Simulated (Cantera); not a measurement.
Feed: 1 mol Ca(OH)2, a varied amount of C, 0.022 mol H2, at 1775 K and 0.00170 bar.

Cantera equilibrium calculation (NASA polynomials, part measured and part estimated; ideal gas, pure solids and liquids). Candidate condensed phases: C, C6H6, C7H8, C8H18, Ca, CaCO3, CaO, Ca(OH)2, H2O; 115 gas species. Rates play no part.

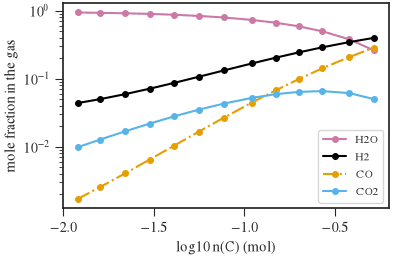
Fig. 1. Equilibrium gas composition (values under 1e-9 drawn at 1e-9)

Problem. Read off the mole fractions at 0.27 mol C.

Solution. H2O about 0.50, H2 about 0.29, CO about 0.14, CO2 about 0.066.
